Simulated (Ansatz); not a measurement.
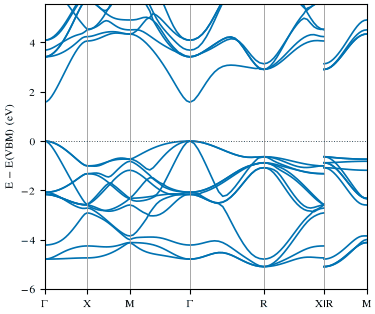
Band structure from the program Ansatz at the r²SCAN level (PAW)

Problem. Read off the gap and where the band edges lie.

Solution. About 1.6 eV (1.58 eV by a search for the band edges); maximum at Γ, minimum at Γ.

Problem. Pick the material that matches.
A) Zn3CdSe4, P-43m (Zn on 3c, Cd on 1a, Se on 4e)
B) Cu2O, Pn-3m (Cu on 4c, O on 2a)
C) KMnF3, cubic perovskite
D) CsPbCl3, cubic perovskite

Solution. A, Zn3CdSe4, P-43m (Zn on 3c, Cd on 1a, Se on 4e)

The first step of the workflow began from a Materials Project structure, measured or hypothetical; the Crystallography Open Database copy checked does not list it. With Zn and Cd taken as one species the cell has the higher symmetry F-43m, so it may be an ordered model of a mixed-site phase. Its standing as an ambient phase is unchecked. Symmetry was held in the r²SCAN relaxation; its stability against distortions is not shown here. Scalar-relativistic: spin–orbit coupling is off unless named, which matters more the heavier the elements.

Potentials: the later of the program's two PAW sets.
